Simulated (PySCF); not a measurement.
# C6H10O2 (charge +1): EPR calculation

System: C6H10O2, charge +1, multiplicity 2, SMILES [CH2+][C](C)C(=O)OCC.
Method: UKS B3LYP, pcH-1 on C H O, non-relativistic, mean-field spin-orbit, GIAO (PySCF 2.14.0).

It belongs to a series of runs on one base structure; here: electron removed.

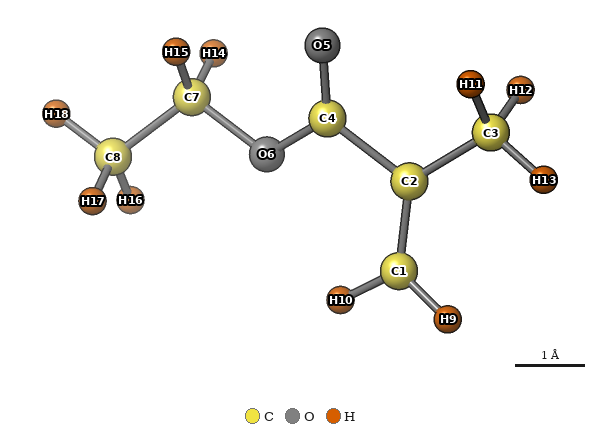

**Figure 1.** The input geometry (ball-and-stick view, seen at a tilt; atoms are numbered from 1 in the order of the input). Bond lengths as drawn: C–C 1.34 to 1.53 Å, C–H 1.08 to 1.10 Å and C–O 1.20 to 1.44 Å.

## Input file
```
{"job": {"kind": "epr", "basis": "pcH-1"}, "charge": 1, "multiplicity": 2}
C     -1.543458     1.629249    -0.172582
C     -1.652027     0.300626    -0.066132
C     -2.877174    -0.505034     0.022054
C     -0.379860    -0.537367     0.059871
O     -0.389032    -1.622432     0.568796
O      0.663403     0.074678    -0.446274
C      1.883425    -0.678827    -0.519077
C      3.044522     0.278698    -0.559393
H     -2.389742     2.274564     0.019931
H     -0.610897     2.124118    -0.395536
H     -2.767967    -1.227133     0.838558
H     -3.022969    -1.119937    -0.872641
H     -3.758255     0.124797     0.125088
H      1.862864    -1.301733    -1.423840
H      1.906948    -1.364178     0.343743
H      2.999382     0.932853    -1.431829
H      3.051050     0.910782     0.326679
H      3.971027    -0.287408    -0.629016
```

The first line tells a small driver script what to run in PySCF; the rest is the geometry in Å.

Run on 1 CPU thread, shared host.

Launch command:
```bash
OMP_NUM_THREADS=1 python <driver script> task.json out
```

## Log
```
UKS, coarse grid
  cycle   1  E = -384.58065634  |g| = 7.19e-01
  cycle   2  E = -382.55887551  |g| = 2.03e+00
  cycle   3  E = -384.66311366  |g| = 5.23e-01
  cycle   4  E = -384.77569011  |g| = 1.44e-01
  cycle   5  E = -384.77347168  |g| = 1.60e-01
  cycle   6  E = -384.78505962  |g| = 2.95e-02
  cycle   7  E = -384.78528088  |g| = 2.47e-02
  cycle   8  E = -384.78551015  |g| = 1.66e-02
  cycle   9  E = -384.78568481  |g| = 6.94e-03
  cycle  10  E = -384.78572077  |g| = 2.75e-03
  cycle  11  E = -384.78572480  |g| = 1.31e-03
  cycle  12  E = -384.78572646  |g| = 4.71e-04
UKS, final grid
  cycle   1  E = -384.78574523  |g| = 1.22e-03
  cycle   2  E = -384.78573833  |g| = 4.14e-03
  cycle   3  E = -384.78574593  |g| = 3.65e-04
  cycle   4  E = -384.78574599  |g| = 8.43e-05
  cycle   5  E = -384.78574600  |g| = 9.79e-05
  cycle   6  E = -384.78574601  |g| = 5.29e-05
  cycle   7  E = -384.78574602  |g| = 3.69e-05
  cycle   8  E = -384.78574602  |g| = 2.40e-05
E = -384.78574602 Eh   <S^2> = 0.7563 (exact 0.7500)
g shifts (ppm)      1          2          3
  rmc          -190       -190       -190
  gc             18         49          8
  oz_so         729       2262       3465
  total         557       2120       3283
hyperfine (MHz)  atom isotope    a_iso     a_fc   dipolar eigenvalues
    0   13C      16.43      16.43    -33.28    -30.55     63.83
    1   13C       9.61       9.61    -31.55    -23.18     54.73
    2   13C     -11.98     -11.98     -7.64     -6.57     14.21
    3   13C     -10.79     -10.79     -5.73     -0.26      5.99
    4   17O      -9.26      -9.26    -57.51     25.27     32.24
    5   17O     -15.29     -15.29    -36.49     17.11     19.38
    6   13C      -3.93      -3.93     -3.83     -2.97      6.80
    7   13C       0.01       0.01     -1.82     -1.45      3.27
    8    1H      11.15      11.15    -15.21     -5.79     21.01
    9    1H      -2.49      -2.49    -14.06     -6.63     20.68
   10    1H      95.01      95.01     -7.00     -1.99      8.98
   11    1H      96.70      96.70     -5.60     -4.54     10.14
   12    1H      11.51      11.51     -4.90      0.21      4.69
   13    1H      41.00      41.00     -2.81     -1.77      4.57
   14    1H      34.30      34.30     -4.47      0.54      3.93
   15    1H      15.44      15.44     -1.82     -0.84      2.66
   16    1H       4.74       4.74     -1.66      0.26      1.40
   17    1H      14.49      14.49     -1.46     -0.62      2.08
```

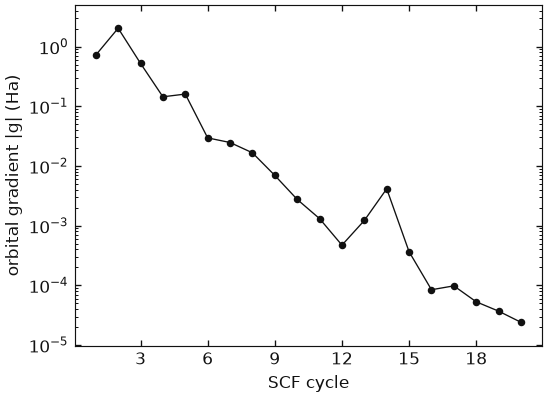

**Figure 2.** Convergence of the self-consistent field: orbital gradient |g| against the SCF cycle. All cycles printed in the log are drawn one after another.

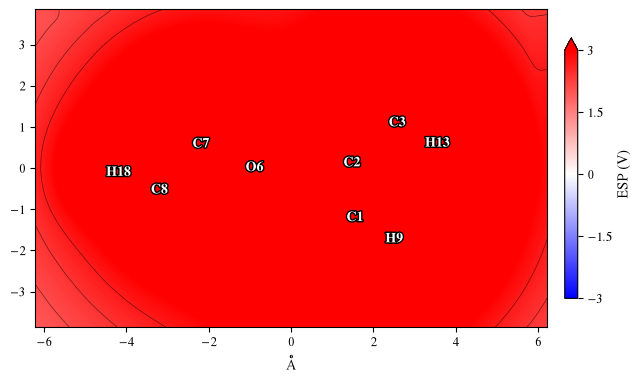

**Figure 3.** Molecular electrostatic potential on the plane of atoms C2, C3 and H13. The potential has no marked negative region in this plane.

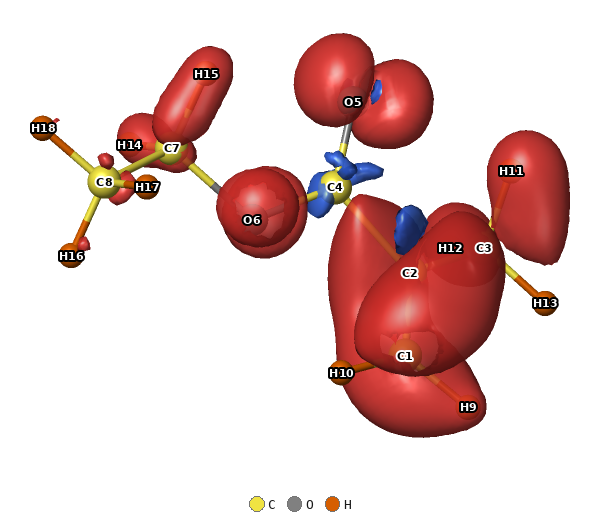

**Figure 4.** Isosurfaces of the spin density at +0.015 (red) and −0.015 e/Å³ (blue), seen at a tilt. The unpaired spin (1 electron) lies mostly on C1 (about 0.3), C2 (about 0.2), O5 (about 0.1) and O6 (about 0.1), in electrons by Hirshfeld's partition.

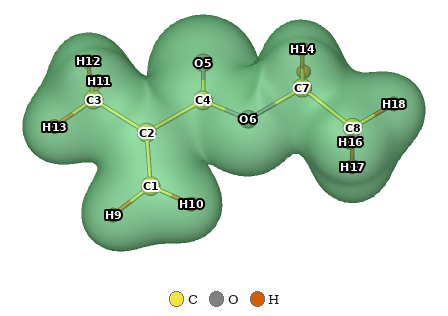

**Figure 5.** Isosurface of the total electron density at 0.1 e/Å³ (green), seen at an oblique angle. At this value the surface is in one piece. On the grid the lowest density along these lines, outside the cores, is 2.3 e/Å³ (C–O, 1.20 Å), 1.9 e/Å³ (C–C, 1.34 Å), 1.5 e/Å³ (C–H, 1.08 Å) and 1.9 e/Å³ (C–O, 1.31 Å).

## Results in brief

- outcome: converged
- total energy: −384.785746 hartree
- ⟨S²⟩: 0.756
- isotropic g: 2.0043
- wall time: 76 s
- peak memory: 1.1 GiB
